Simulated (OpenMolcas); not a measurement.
Rh: multiconfigurational calculation (part 2 of 2)

The same run, continued: Rh. Method: state-averaged CASSCF, active space 9 electrons in the shells 4d 5s, basis ANO-RCC-VDZP, DKH2 scalar Hamiltonian, spin-orbit coupling by RASSI with atomic mean-field integrals (OpenMolcas).

### Output (extracts), continued
```
--- RASSI ---
SPIN-FREE ENERGIES:
  (Shifted by EMIN (a.u.) =      -4780.4442781717)

 SF State       Relative EMIN(au)   Rel lowest level(eV)    D:o, cm**(-1)      L_eff

     1             0.0000000000        0.0000000000              0.0000         3.0
     2             0.0000000000        0.0000000000              0.0000         3.0
     3             0.0000000000        0.0000000000              0.0000         3.0
     4             0.0000000000        0.0000000000              0.0000         3.0
     5             0.0000000000        0.0000000000              0.0000         3.0
     6             0.0000000000        0.0000000000              0.0000         3.0
     7             0.0000000000        0.0000000000              0.0000         3.0
    21             0.0274074157        0.7457937741           6015.2325         3.0
    22             0.0274074157        0.7457937741           6015.2325         3.0
    23             0.0274074157        0.7457937741           6015.2325         3.0
    24             0.0274074157        0.7457937741           6015.2325         3.0
    25             0.0274074157        0.7457937741           6015.2325         3.0
    26             0.0274074157        0.7457937741           6015.2325         3.0
    27             0.0274074157        0.7457937741           6015.2325         3.0
    28             0.0497882939        1.3548084959          10927.2675         2.0
    29             0.0497882939        1.3548084959          10927.2675         2.0
    30             0.0497882939        1.3548084959          10927.2675         2.0
    31             0.0497882939        1.3548084959          10927.2675         2.0
    32             0.0497882939        1.3548084959          10927.2675         2.0
     8             0.0575309320        1.5654964104          12626.5801         1.0
     9             0.0575309320        1.5654964104          12626.5801         1.0
    10             0.0575309320        1.5654964104          12626.5801         1.0
    11             0.0600628005        1.6343920640          13182.2610         3.0
    12             0.0600628005        1.6343920640          13182.2610         3.0
    13             0.0600628005        1.6343920640          13182.2610         3.0
    14             0.0600628005        1.6343920640          13182.2610         3.0
    15             0.0600628005        1.6343920640          13182.2610         3.0
    16             0.0600628005        1.6343920640          13182.2610         3.0
    17             0.0600628005        1.6343920640          13182.2610         3.0
    33             0.0730621898        1.9881234679          16035.2972         1.0
    34             0.0730621898        1.9881234679          16035.2972         1.0
    35             0.0730621898        1.9881234679          16035.2972         1.0
    36             0.0790166183        2.1501517217          17342.1432         4.0
    37             0.0790166183        2.1501517217          17342.1432         4.0
    38             0.0790166183        2.1501517217          17342.1432         4.0
    39             0.0790166183        2.1501517217          17342.1432         4.0
    40             0.0790166183        2.1501517217          17342.1432         4.0
    41             0.0790166183        2.1501517217          17342.1432         4.0
    42             0.0790166183        2.1501517217          17342.1432         4.0
    43             0.0790166183        2.1501517217          17342.1432         4.0
Eigenvalues of complex Hamiltonian:
   -----------------------------------
  (Shifted by EMIN (a.u.) =      -4780.4442781717)

 SO State       Relative EMIN(au)   Rel lowest level(eV)    D:o, cm**(-1)     J-value

     1            -0.0084261142        0.0000000000              0.0000         3.3
     2            -0.0084261142        0.0000000000              0.0000         3.2
     3            -0.0084261142        0.0000000000              0.0000         2.6
     4            -0.0084261142        0.0000000000              0.0000         3.7
     5            -0.0084261142        0.0000000000              0.0000         4.0
     6            -0.0084261142        0.0000000000              0.0000         4.4
     7            -0.0084261142        0.0000000000              0.0000         3.8
     8            -0.0084261142        0.0000000000              0.0000         3.8
     9            -0.0084261142        0.0000000000              0.0000         3.9
    10            -0.0084261142        0.0000000000              0.0000         2.9
    11            -0.0010818063        0.1998487972           1611.8893         2.9
    12            -0.0010818063        0.1998487972           1611.8893         2.5
    13            -0.0010818063        0.1998487972           1611.8893         2.8
    14            -0.0010818063        0.1998487972           1611.8893         3.3
    15            -0.0010818063        0.1998487972           1611.8893         3.2
    16            -0.0010818063        0.1998487972           1611.8893         2.4
    17            -0.0010818063        0.1998487972           1611.8893         2.5
    18            -0.0010818063        0.1998487972           1611.8893         2.5
    19             0.0052558660        0.3723056465           3002.8475         1.6
    20             0.0052558660        0.3723056465           3002.8475         2.4
    21             0.0052558660        0.3723056465           3002.8475         2.1
    22             0.0052558660        0.3723056465           3002.8475         2.2
    23             0.0052558660        0.3723056465           3002.8475         1.4
    24             0.0052558660        0.3723056465           3002.8475         2.0
    25             0.0091474184        0.4782001835           3856.9446         1.3
    26             0.0091474184        0.4782001835           3856.9446         1.3
    27             0.0091474184        0.4782001835           3856.9446         1.0
    28             0.0091474184        0.4782001835           3856.9446         1.1
    29             0.0227913658        0.8494709047           6851.4449         2.5
    30             0.0227913658        0.8494709047           6851.4449         2.5
    31             0.0227913658        0.8494709047           6851.4449         2.7
    32             0.0227913658        0.8494709047           6851.4449         2.7
    33             0.0227913658        0.8494709047           6851.4449         2.8
    34             0.0227913658        0.8494709047           6851.4449         2.8
    35             0.0227913658        0.8494709047           6851.4449         3.0
    36             0.0227913658        0.8494709047           6851.4449         3.1
    37             0.0321304513        1.1036003679           8901.1373         1.8
    38             0.0321304513        1.1036003679           8901.1373         1.8
    39             0.0321304513        1.1036003679           8901.1373         2.3
    40             0.0321304513        1.1036003679           8901.1373         2.3
    41             0.0321304513        1.1036003679           8901.1373         1.8
Weights of the five most important spin-orbit-free states for each spin-orbit state.

 SO State  Total energy (au)           Spin-free states, spin, and weights
 -------------------------------------------------------------------------------------------------------
    1        -0.008426       7 1.5  0.3482    2 1.5  0.1946    1 1.5  0.1241    5 1.5  0.1193    4 1.5  0.0966
    2        -0.008426       5 1.5  0.2451    1 1.5  0.2196    3 1.5  0.1491    6 1.5  0.1379    2 1.5  0.1156
    3        -0.008426       5 1.5  0.2619    3 1.5  0.2404    1 1.5  0.1748    2 1.5  0.1532    7 1.5  0.1291
    4        -0.008426       2 1.5  0.2424    1 1.5  0.2275    5 1.5  0.1654    7 1.5  0.1256    4 1.5  0.0993
    5        -0.008426       6 1.5  0.2539    4 1.5  0.2174    7 1.5  0.1461    3 1.5  0.1404    5 1.5  0.0983
    6        -0.008426       6 1.5  0.3892    4 1.5  0.3830    7 1.5  0.0514    2 1.5  0.0483    3 1.5  0.0470
    7        -0.008426       6 1.5  0.1928    7 1.5  0.1718    4 1.5  0.1570    3 1.5  0.1481    1 1.5  0.1373
    8        -0.008426       6 1.5  0.2515    7 1.5  0.1629    4 1.5  0.1622    1 1.5  0.1513    3 1.5  0.1180
    9        -0.008426       2 1.5  0.3028    7 1.5  0.1846    4 1.5  0.1369    5 1.5  0.1053    3 1.5  0.0991
   10        -0.008426       3 1.5  0.3095    5 1.5  0.1859    1 1.5  0.1813    2 1.5  0.1627    4 1.5  0.0644
   11        -0.001082       6 1.5  0.3121    7 1.5  0.1971    3 1.5  0.1248    4 1.5  0.1008    1 1.5  0.0948
   12        -0.001082       7 1.5  0.2405    1 1.5  0.2373    3 1.5  0.1650    2 1.5  0.1324    4 1.5  0.0773
```

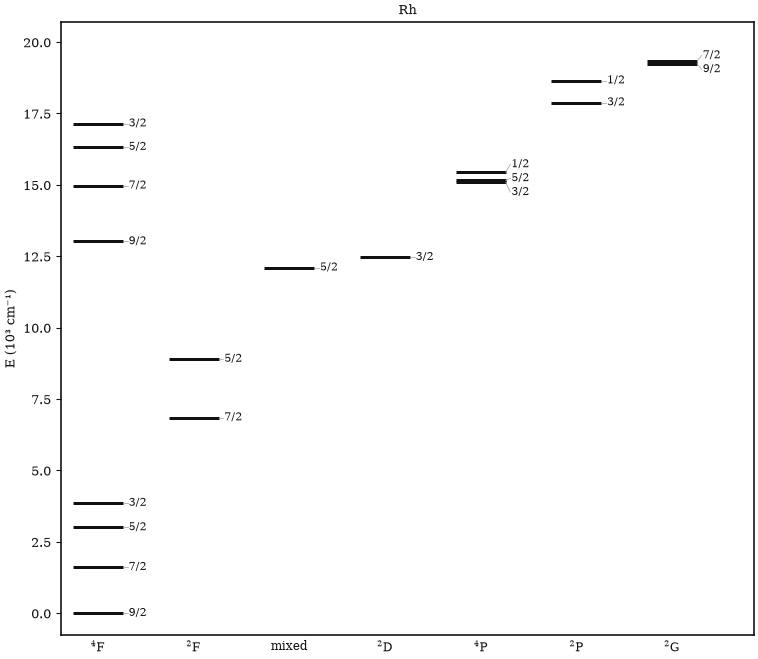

Level diagram of neutral rhodium. The lowest level is 4d⁸ 5s ⁴F₉/₂. The first excited level, 4d⁸ 5s ⁴F₇/₂, lies at 1,610 cm⁻¹. The ground term spreads over 3,860 cm⁻¹ in the order J = 9/2, 7/2, 5/2, 3/2, an inverted multiplet. All levels drawn have even parity, so no electric dipole line joins them. The leading LS term holds 90 % of a level on average, 100 % of the ground level. The ground level has g = 1.333. Spin-orbit coupling puts the ground level 1,850 cm⁻¹ below the lowest spin-free term.

```
Configuration                  Level  E (cm⁻¹)  Landé g
       4d⁸ 5s                  ⁴F₉/₂         0    1.333
       4d⁸ 5s                  ⁴F₇/₂     1,612    1.234
       4d⁸ 5s                  ⁴F₅/₂     3,003    1.029
       4d⁸ 5s                  ⁴F₃/₂     3,857    0.415
       4d⁸ 5s                  ²F₇/₂     6,851    1.146
       4d⁸ 5s                  ²F₅/₂     8,901    0.922
       4d⁸ 5s  J = 5/2 (even, mixed)    12,100    1.306
       4d⁸ 5s                  ²D₃/₂    12,470    0.914
      4d⁷ 5s²                  ⁴F₉/₂    13,020    1.330
      4d⁷ 5s²                  ⁴F₇/₂    14,970    1.237
       4d⁸ 5s                  ⁴P₃/₂    15,090    1.644
       4d⁸ 5s                  ⁴P₅/₂    15,150    1.421
       4d⁸ 5s                  ⁴P₁/₂    15,440    2.658
      4d⁷ 5s²                  ⁴F₅/₂    16,320    1.040
      4d⁷ 5s²                  ⁴F₃/₂    17,140    0.415
       4d⁸ 5s                  ²P₃/₂    17,880    1.287
       4d⁸ 5s                  ²P₁/₂    18,650    0.685
       4d⁸ 5s                  ²G₉/₂    19,240    1.113
```

### Input file
```
&GATEWAY
Coord
1

Rh 0.0 0.0 0.0
Basis=ANO-RCC-VDZP
Group=XYZ
NoMove
AngMom=0.0 0.0 0.0
AMFI
&SEWARD
&RASSCF
FileOrb=start.orb
Symmetry=1
Spin=4
nActEl=9 0 0
Inactive=9 9
Ras2=6 0
CIRoot=20 20 1
SDav=20
CIMx=300
Iter=120 100
PrWF=0.3
OrbListing=Nothing
MaxOrb=0
Atom
>>> COPY $Project.JobIph JOB001
&RASSCF
FileOrb=start.orb
Symmetry=1
Spin=2
nActEl=9 0 0
Inactive=9 9
Ras2=6 0
CIRoot=57 57 1
SDav=70
CIMx=300
Iter=120 100
PrWF=0.3
OrbListing=Nothing
MaxOrb=0
Atom
>>> COPY $Project.JobIph JOB002
&RASSI
NrOfJobIphs=2 20 57
1 2 3 4 5 6 7 8 9 10 11 12 13 14 15 16 17 18 19 20
1 2 3 4 5 6 7 8 9 10 11 12 13 14 15 16 17 18 19 20 21 22 23 24 25 26 27
28 29 30 31 32 33 34 35 36 37 38 39 40 41 42 43 44 45 46 47 48 49 50 51
52 53 54 55 56 57
IphNames
JOB001
JOB002
EJob
SpinOrbit
DIPRint=1.0
SOCoupling=1000.0
Subsets=2
MEES
Property=10
'ANGMOM' 1 'ANGMOM' 2 'ANGMOM' 3 'MLTPL  1' 1 'MLTPL  1' 2 'MLTPL  1' 3
'AMFI' 1 'AMFI' 2 'AMFI' 3 'MLTPL  2' 6
SOProperty=3
'ANGMOM' 1 'ANGMOM' 2 'ANGMOM' 3
```

The file start.orb holds starting orbitals from an earlier step. A driver script formed the levels outside the program, from RASSI's spin-orbit matrix and the active-space energies, averaged over the components of each term or state.

Launched with:
```bash
OMP_NUM_THREADS=1 MOLCAS_MEM=1689 MOLCAS_PROJECT=a pymolcas a.inp > a.log  # once for each step of the input, in one work folder
```

### Results in brief

- outcome: converged
- lowest level: 4d⁸ 5s ⁴F₉/₂
- first excited level: 4d⁸ 5s ⁴F₇/₂, 1,612 cm⁻¹ (measured: 1,530)
- energy of the lowest spin-free term: −4780.44428 hartree
- energy of the lowest spin-orbit level: −4780.45270 hartree
- largest spread among components of a term: 0.0 cm⁻¹
- hardware: 1 thread of Intel Xeon @ 2.50GHz (Skylake/Cascade Lake), 12 GiB of memory available, shared host
- wall time: 59 s

### Remarks

Against measured levels the run misses widely: 4d9 2D J = 5/2 comes out at 29,383 cm⁻¹ where 3,310 cm⁻¹ is measured. Without dynamic correlation the gaps between configurations can be off by an electronvolt or more. Caveats: single d shell misplaces d against s configurations; only configurations of the active space are included; spin-free states above about 43,000 cm⁻¹ are left out of the spin-orbit step.
